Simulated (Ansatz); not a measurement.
# La3LuRh2Si6: how the settings move a calculation

Question: which choices in the input matter for La3LuRh2Si6?

Computed with Ansatz 0.2.0 (reference: DFT PBEsol, scalar-relativistic, plane waves, PAW, unless a step's input says otherwise).

## (1) The structure to begin with

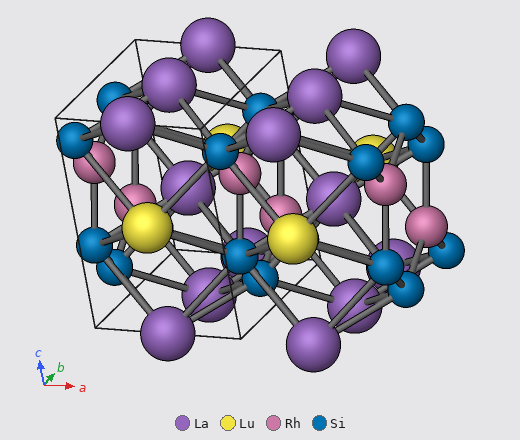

Start, viewed slightly off an axis; lanthanum purple, lutetium yellow, rhodium pink, silicon blue. 2×1×1 cells are drawn. Atoms on the faces are drawn again on the opposite ones.

As a file:

```cif
data_structure
_symmetry_space_group_name_H-M 'P 1'
_symmetry_Int_Tables_number 1
_cell_length_a 4.1425
_cell_length_b 8.1978
_cell_length_c 8.1978
_cell_angle_alpha 120.000
_cell_angle_beta 90.000
_cell_angle_gamma 90.000
_cell_volume 241.10
loop_
_atom_site_label
_atom_site_type_symbol
_atom_site_fract_x
_atom_site_fract_y
_atom_site_fract_z
_atom_site_occupancy
La1 La 0.49965 0.99825 0.99988 1
La2 La 0.50052 0.50315 0.50497 1
Lu1 Lu 0.49639 0.99985 0.50311 1
La3 La 0.50746 0.49914 0.99715 1
Rh1 Rh 0.99651 0.67420 0.33561 1
Rh2 Rh 0.99479 0.32997 0.66490 1
Si1 Si 0.99750 0.83379 0.66767 1
Si2 Si 0.00035 0.82888 0.16377 1
Si3 Si 0.99826 0.16395 0.83209 1
Si4 Si 0.99470 0.33412 0.16399 1
Si5 Si 0.99637 0.16514 0.33297 1
Si6 Si 0.99598 0.67283 0.83331 1
```

## (2) The reference run

input.yaml reads:

```yaml
crystal:
  lattice:
    - [0.0, 0.0, -4.1425489507]
    - [4.0989208183, -7.0995391078, 0.0]
    - [-8.1978416316, -2.8e-09, 0.0]
  atoms:
    - { symbol: La, position: [0.4996509319, -0.0017473384, -0.0001226055] }
    - { symbol: La, position: [0.5005238122, 0.503148226, 0.5049709576] }
    - { symbol: Lu, position: [0.4963886776, -0.0001479764, 0.5031135298] }
    - { symbol: La, position: [0.5074575153, 0.4991431985, -0.0028455047] }
    - { symbol: Rh, position: [-0.0034909112, 0.674201853, 0.335613674] }
    - { symbol: Rh, position: [-0.0052087077, 0.3299693121, 0.6648985182] }
    - { symbol: Si, position: [-0.002504175, 0.833786858, 0.6676729497] }
    - { symbol: Si, position: [0.0003530076, 0.8288848992, 0.1637700076] }
    - { symbol: Si, position: [-0.0017360727, 0.1639533831, 0.8320895306] }
    - { symbol: Si, position: [-0.0053049752, 0.3341171814, 0.1639894155] }
    - { symbol: Si, position: [-0.0036290652, 0.1651352481, 0.3329694258] }
    - { symbol: Si, position: [-0.0040162805, 0.6728347651, 0.8333072526] }
basis:
  ecutwfc: 420
kpoints:
  mp_grid: { grid: [6, 3, 3] }
hamiltonian:
  xc: pbesol
scf:
  occupations: { method: gaussian, width: 0.05 }
output:
  forces: true
  stress: true
  eigenvalues: true
  write_density: true
  write_potential: true
  elf: true
  volumetric_format: npy
relax:
  adjacent_minimum: "off"
  f_tol: 0.03
  max_steps: 45
  cell: { stress_tol: 0.2 }
```

Started as:

```sh
$ ansatz run input.yaml --threads 8 --pin off --max-ram 14336MiB --backend cpu --events-out ev --progress --plain --runs-dir out
```

Excerpt of the output:

```text
[...]
Basis set: ecut = 420 eV, 4723 PW (Γ), exchange–correlation on 60×120×120 points (8 copies of the dense FFT grid, shifted against one another)
[...]
k-points: 28 of 54 (time reversal used)
[...]
SCF iter   1: F=—  HF=-49512.682357 eV  |F-HF|=—  |Δ(HF+E_count)|=         —  Δρ=4.98e-3  dr2=8.13e-2  ethr=1.77e-3  ⟨swp⟩=11.1  Hψ=10978  notcnv=0  defer=32
preconditioner: auto → Kerker (q_TF=auto, 2.415 Å⁻¹)  [metal: Δε(μ)=0.052 eV  Ē_g=8.071 eV  σ=0.050 eV  W_gap=0.48  n_scr=68 (ndim 8)  ℏωp=22.2 eV  f_vac=0.000  D(μ)=3.45/eV (n_scr^D=14)]
SCF iter   2: F=—  HF=-49512.678258 eV  |F-HF|=—  |Δ(HF+E_count)|=   4.10e-3  Δρ=2.30e-3  dr2=1.85e-2  ethr=7.01e-5  ⟨swp⟩=2.4  Hψ=4082  notcnv=0  defer=126
[...]
relax step   1: F+E_penalty+E_count = -49512.67440277 eV  Δ(F+E_penalty+E_count) = +0.000e0 eV  max|allowed force component| = 7.615e-1 eV/Å  Δτ_max = 0.0000 Å  P = +0.708 GPa  Ω = 241.100 Å³  (8 SCF iters, dr2 threshold 1.00e-7 eV, accepted)
[...]
Basis set: ecut = 420 eV, 4775 PW (Γ), exchange–correlation on 60×120×120 points (8 copies of the dense FFT grid, shifted against one another)
[...]
relax step   2: F+E_penalty+E_count = -49512.68754895 eV  Δ(F+E_penalty+E_count) = -1.315e-2 eV  max|allowed force component| = 6.333e-1 eV/Å  Δτ_max = 0.1282 Å  P = -0.333 GPa  Ω = 244.010 Å³  energy of the carried Pulay correction = -5.905e-4 eV  (8 SCF iter
[...]
Basis set: ecut = 420 eV, 4743 PW (Γ), exchange–correlation on 60×120×120 points (8 copies of the dense FFT grid, shifted against one another)
[...]
relax step   3: F+E_penalty+E_count = -49512.76688009 eV  Δ(F+E_penalty+E_count) = -7.933e-2 eV  max|allowed force component| = 1.110e-1 eV/Å  Δτ_max = 0.0944 Å  P = +0.451 GPa  Ω = 242.160 Å³  energy of the carried Pulay correction = -2.158e-4 eV  (8 SCF iter
[...]
Basis set: ecut = 420 eV, 4751 PW (Γ), exchange–correlation on 60×120×120 points (8 copies of the dense FFT grid, shifted against one another)
[...]
relax step   4: F+E_penalty+E_count = -49512.77075632 eV  Δ(F+E_penalty+E_count) = -3.876e-3 eV  max|allowed force component| = 7.283e-3 eV/Å  Δτ_max = 0.0101 Å  P = -0.009 GPa  Ω = 243.022 Å³  energy of the carried Pulay correction = -3.908e-4 eV  (6 SCF iter
[...]
SCF iter   5: F=—  HF=-49512.771140 eV  |F-HF|=—  |Δ(HF+E_count)|=   2.08e-8  Δρ=1.50e-6  dr2=6.01e-9  ethr=1.69e-11  ⟨swp⟩=2.4  Hψ=3288  notcnv=0
SCF iter   6: F=-49512.771140 eV  HF=-49512.771140 eV  |F-HF|=1.46e-11  |Δ(HF+E_count)|=  2.62e-10  Δρ=3.64e-7  dr2=1.78e-10  ethr=1.66e-12  ⟨swp⟩=16.3  Hψ=16579  notcnv=0
[...]
relax step   5: F+E_penalty+E_count = -49512.77113953 eV  Δ(F+E_penalty+E_count) = -3.832e-4 eV  max|allowed force component| = 7.705e-3 eV/Å  Δτ_max = 0.0000 Å  P = -0.007 GPa  Ω = 243.022 Å³  stress off target by 2.28e-2 GPa  SCF on the basis re-selected at 
[...]
SCF converged after 6 iterations
Free energy (F): -49512.771140 eV
[...]
E sigma→0 (E₀):  -49512.767025 eV
[...]
Fermi energy:    12.489775 eV
[...]
  P = ⅓ Tr σ = -0.0068 GPa (-0.068 kbar)
[...]
--- Relaxed structure (4 steps of the walk, 4 accepted, 1 SCFs on fresh bases) ---
[...]
```

It took 63 s on 8 threads of Arm Neoverse V2, shared host; peak memory 1.4 GiB.

## (3) Changing settings: occupations.method tetrahedron_uncorrected, ecutwfc left to its default, width left to its default

input.yaml reads:

```yaml
crystal:
  lattice:
    - [0.0001016061, -3.20473e-05, -4.1668444375]
    - [4.0895983689, -7.1308842731, -0.000155459]
    - [-8.1789778685, 0.0001263586, 0.000201072]
  atoms:
    - { symbol: La, position: [0.4982226901, 0.000282953, -4.33934e-05] }
    - { symbol: La, position: [0.4980826143, 0.5002735195, 0.4999493885] }
    - { symbol: Lu, position: [0.4983196726, -7.80063e-05, 0.4997767832] }
    - { symbol: La, position: [0.4982730708, 0.5002517068, -5.43144e-05] }
    - { symbol: Rh, position: [-0.0018102884, 0.6695852524, 0.3346079687] }
    - { symbol: Rh, position: [-0.0018577947, 0.3311797223, 0.6654019208] }
    - { symbol: Si, position: [-0.002044403, 0.8361645932, 0.6636652513] }
    - { symbol: Si, position: [-0.0015045676, 0.8361800205, 0.1721451418] }
    - { symbol: Si, position: [-0.0015035968, 0.164421053, 0.827747679] }
    - { symbol: Si, position: [-0.0018899358, 0.3322307831, 0.1659309105] }
    - { symbol: Si, position: [-0.0019623171, 0.1644298164, 0.3362988616] }
    - { symbol: Si, position: [-0.0018413873, 0.6683581957, 0.8340009537] }
kpoints:
  mp_grid: { grid: [6, 3, 3] }
hamiltonian:
  xc: pbesol
scf:
  occupations: { method: tetrahedron_uncorrected }
output:
  forces: true
  eigenvalues: true
  stress: true
```

Started as:

```sh
$ ansatz run input.yaml --threads 8 --pin off --max-ram 14336MiB --backend cpu --events-out ev --progress --plain --runs-dir out
```

The program printed, shortened:

```text
Warning: RAYON_NUM_THREADS=8 ignored (pool sized by the plan → 8); use --threads N
band count auto-derived: 71 (N_el = 116.0; filled up to band 58; 70 by the electrons, moments and atoms)
[...]
Pseudopotentials: kind: paw
Pseudopotential: La, paw, valence charge 11, recommended cutoff 420 eV (normal), La.paw.azcp
Pseudopotential: Lu, paw, valence charge 25, recommended cutoff 420 eV (normal), Lu.paw.azcp
Pseudopotential: Rh, paw, valence charge 17, recommended cutoff 420 eV (normal), Rh.paw.azcp
Pseudopotential: Si, paw, valence charge 4, recommended cutoff 420 eV (normal), Si.paw.azcp
Functional definition: PBEsol
[...]
Crystal: 12 atoms, lattice volume = 243.022 Å³
Basis set: ecut = 420 eV, 4751 PW (Γ), exchange–correlation on 60×120×120 points (8 copies of the dense FFT grid, shifted against one another)
Bands: 71, of which v1, the nominal top of the filled ones, is band 58 counted from 1 (57 counted from 0)
Symmetry: 1 space group operations
Space group: P1 (ITA 1), of the structure as read, at distance tolerance 6.2e-5 Å
k-points: 28 of 54 (time reversal used)
[...]
SCF iter   1: F=—  HF=-49512.712307 eV  |F-HF|=—  |Δ(HF+E_count)|=         —  Δρ=5.14e-3  dr2=1.00e-1  ethr=1.77e-3  ⟨swp⟩=10.2  Hψ=10758  notcnv=0  defer=26
[...]
SCF iter  10: F=-49512.702444 eV  HF=-49512.702444 eV  |F-HF|=2.57e-9  |Δ(HF+E_count)|=   5.48e-8  Δρ=1.40e-6  dr2=7.31e-9  ethr=8.62e-11  ⟨swp⟩=4.3  Hψ=10839  notcnv=0
[...]
SCF converged after 10 iterations
Free energy (F): -49512.702444 eV
[...]
E sigma→0 (E₀):  -49512.702444 eV
Entropy (-TS):   -0.002514 eV (-0.209 meV/atom)
Fermi energy:    12.468543 eV
[...]
--- Forces (eV/Å), atoms counted from 1 ---
  atom   1  La     0.00002666    -0.00196983     0.00066325
  atom   2  La    -0.00257847     0.00146444    -0.00035970
  atom   3  Lu     0.00000243    -0.00738293     0.00102465
  atom   4  La     0.00268513     0.00048553    -0.00005356
  atom   5  Rh     0.00041819    -0.00081126    -0.00043705
  atom   6  Rh    -0.00045109     0.01052258    -0.00061747
  atom   7  Si     0.00508377    -0.02317808    -0.00202593
  atom   8  Si    -0.00531500    -0.02218757     0.00206247
[...]
--- Stress (GPa, compression-positive) ---
       -0.139037       0.002411       0.001688
        0.002411       0.198956      -0.000646
        0.001688      -0.000646       0.057482
  P = ⅓ Tr σ = 0.0391 GPa (0.391 kbar)
--- Band table (eV; the first three rows and the last of 28) ---
[...]
```

It took 11 s on 8 threads of Arm Neoverse V2, shared host; peak memory 1.3 GiB.

Changing the smearing moves the energy by +5.4 meV/atom (σ→0 values), and the largest force goes from 0.01 to 0.03 eV/Å.

## (4) Comparison

```
                                                                                                  run     ending        energy change  pressure (GPa)  gap (eV)  force (eV/Å)  cycles               time
                                                                                            reference  converged                    0             0.0      0.00          0.01       -  63 s (other work)
1: occupations.method tetrahedron_uncorrected, ecutwfc left to its default, width left to its default  converged  +5.4 meV/atom (σ→0)             0.0      0.00          0.03      10               11 s
```

Times don't compare one to one where runs were asked for different outputs or read a saved state (see the inputs); cycles count all SCF loops of a run, searches for a lower state included, where those made up much of it.

**Reading.** Changing the smearing moves the energy by +5.4 meV/atom (σ→0 values), and the largest force goes from 0.01 to 0.03 eV/Å. The sound run leaves spin out although Rh can carry a moment, so its state need not be the lowest.
